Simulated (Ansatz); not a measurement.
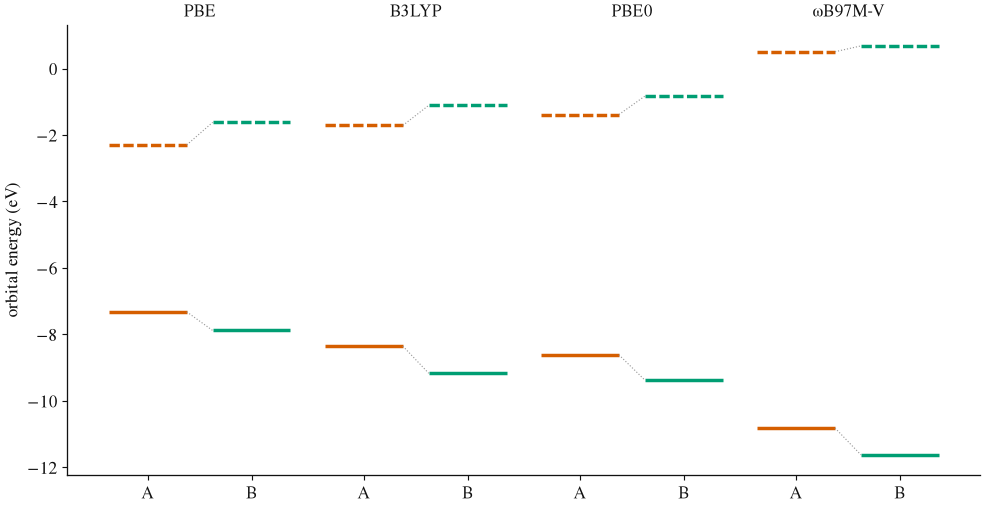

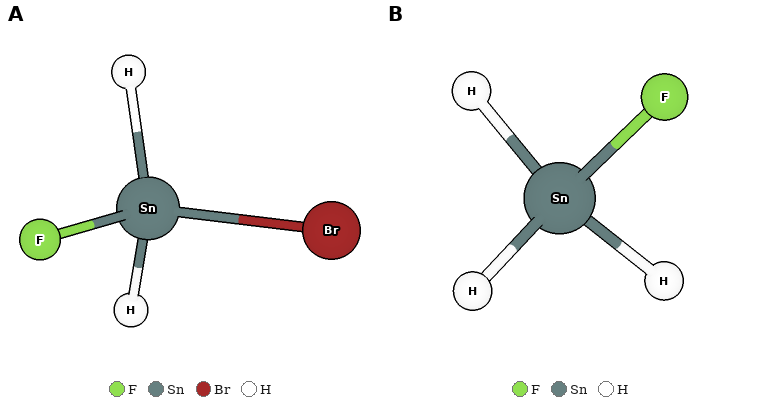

One change: A, SnH₂BrF (SMILES [F][SnH2][Br]), becomes B, SnH₃F (SMILES [F][SnH3]). Br on Sn is replaced by H. HOMO (solid) and LUMO (dashed) computed in def2-TZVPP at PBE0-D4/def2-TZVP geometries, both minima by their frequencies, gas phase, the Ansatz code. Empty levels above zero depend strongly on the basis.

> What does the change do to HOMO and LUMO?

PBE: the HOMO falls by 0.56 eV, the LUMO rises by 0.68 eV, and the separation goes from 5.02 to 6.26 eV. B3LYP: the HOMO falls by 0.82 eV, the LUMO rises by 0.61 eV, and the separation goes from 6.64 to 8.06 eV. PBE0: the HOMO falls by 0.76 eV, the LUMO rises by 0.56 eV, and the separation goes from 7.23 to 8.54 eV. ωB97M-V: the HOMO falls by 0.81 eV, the LUMO rises by 0.18 eV, and the separation goes from 11.32 to 12.31 eV.

> Do the functionals agree on the effect?

They agree on the direction for both levels; the HOMO shift lies between −0.82 and −0.56 eV and the LUMO shift between 0.18 and 0.68 eV, while the separations themselves differ by up to 6.3 eV between functionals.

Known limits of this run: core potentials past krypton; spin-orbit coupling is left out, and with Sn it can shift these values.
